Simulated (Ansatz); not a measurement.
# C2H4NSi (SMILES [C]#C[SiH2]N) (doublet): what the fields show

Input file:

```
crystal:
  periodic: [false, false, false]
  atoms:
    - { symbol: C, position_ang: [2.3517, -1.4383, 1.5175] }
    - { symbol: C, position_ang: [1.2601, -0.4478, 0.8632] }
    - { symbol: Si, position_ang: [-0.0515, 0.6654, 0.0514] }
    - { symbol: "N", position_ang: [-1.0734, -0.2152, -0.855] }
    - { symbol: H, position_ang: [0.6077, 1.6143, -0.8913] }
    - { symbol: H, position_ang: [-0.8055, 1.4134, 1.0797] }
    - { symbol: H, position_ang: [-0.6306, -0.7567, -1.5617] }
    - { symbol: H, position_ang: [-1.5664, -0.8922, -0.2596] }
magnetization:
  spin_polarized: true
  initial_magnetization: 1
basis:
  gaussian: { orbitals: def2-SVP }
hamiltonian:
  xc: b3lyp
  dispersion: d4
relax:
  f_tol: 0.015
  max_steps: 40
output:
  orbitals: {}
```

Launched as:

```sh
ansatz run input.yaml --threads 2 --pin off --max-ram 3072MiB --backend cpu --events-out ev --progress --plain --runs-dir out
```

The fields are those of the relaxed geometry.

All numbers below come from Ansatz, UKS B3LYP-D4/def2-SVP.

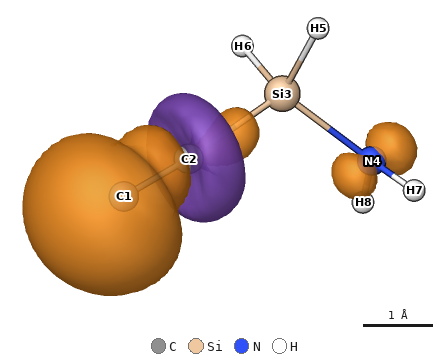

Figure 1. Isosurfaces of the spin density at +0.02 (orange) and −0.02 e/Å³ (purple), seen at a tilt.

Question: Describe the spin distribution.

Answer: The unpaired spin (1 electron) lies mostly on C1 (about 1.0), in electrons by Hirshfeld's partition.

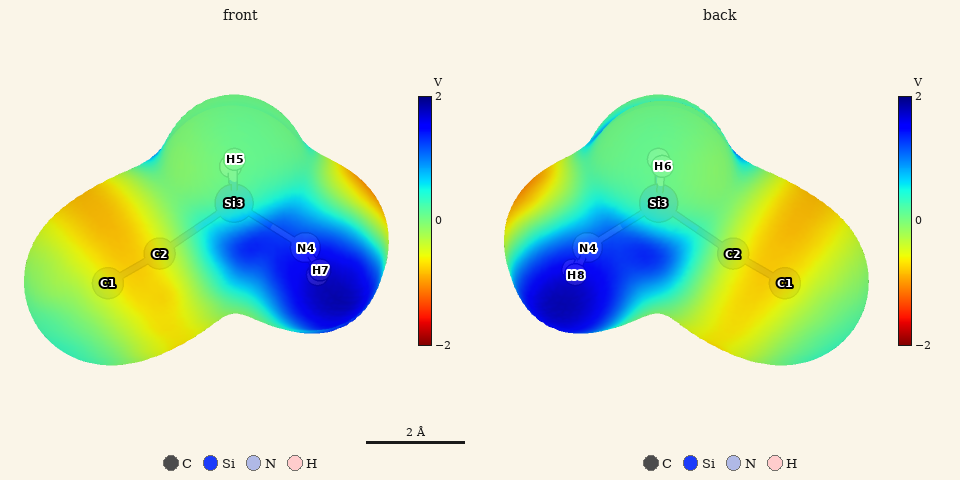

Figure 2. The molecular electrostatic potential painted on the density surface at 0.002 e/bohr³, seen from the front and from behind; the colour scale runs from red (negative) to blue (positive).

Question: Which sites attract a positive test charge, and which a negative one?

Answer: A positive charge is drawn to the negative regions and a negative charge to the positive ones. The most negative region (about −1.0 V) lies over N4, the most positive (about +1.8 V) over H7 and H8.

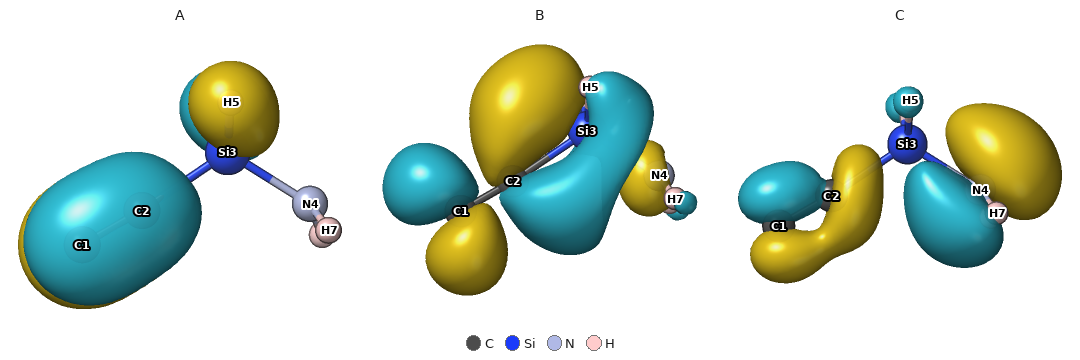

Figure 3. Three frontier orbitals at ±0.08 Å⁻³ᐟ² (yellow and cyan are the two phases), in no order.

Question: Which picture is the HOMO−1, the HOMO and the LUMO? All are α orbitals.

Answer: A is the HOMO−1 (α) (−8.02 eV). By Hirshfeld shares it lies mainly on C1 (about 50 %) and C2 (about 35 %); π-bonding across C1–C2. C is the HOMO (α) (−7.47 eV). It lies mainly on N4 (about 65 %), C2 (about 10 %) and C1 (about 5 %). B is the LUMO (α) (−0.42 eV). By Hirshfeld shares it lies mainly on C1 (about 30 %), Si3 (about 25 %), C2 (about 25 %) and N4 (about 5 %).

Question: What is the gap between the highest occupied and lowest empty α orbitals?

Answer: 7.05 eV between the orbital energies.

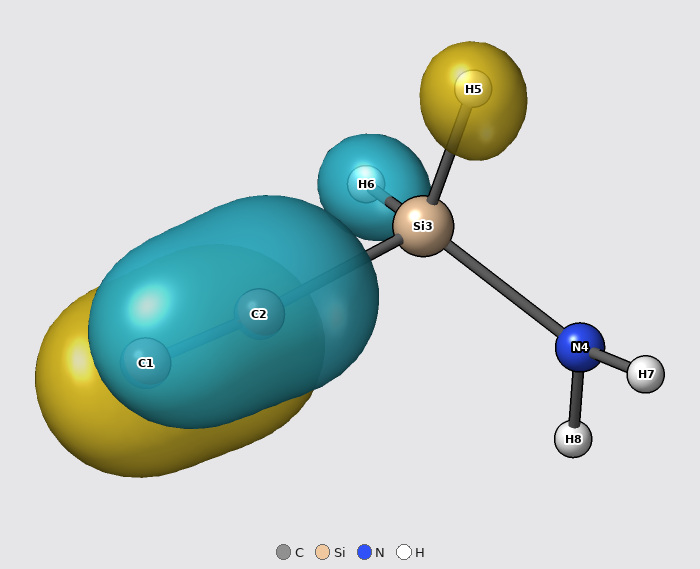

Figure 4. The HOMO−1 (β) at ±0.15 Å⁻³ᐟ² (yellow and cyan are the two phases), seen at a tilt.

Question: What is the character of this orbital?

Answer: By Hirshfeld shares it lies mainly on C2 (about 45 %) and C1 (about 40 %); π-bonding across C2–C1. Its energy is −7.68 eV.
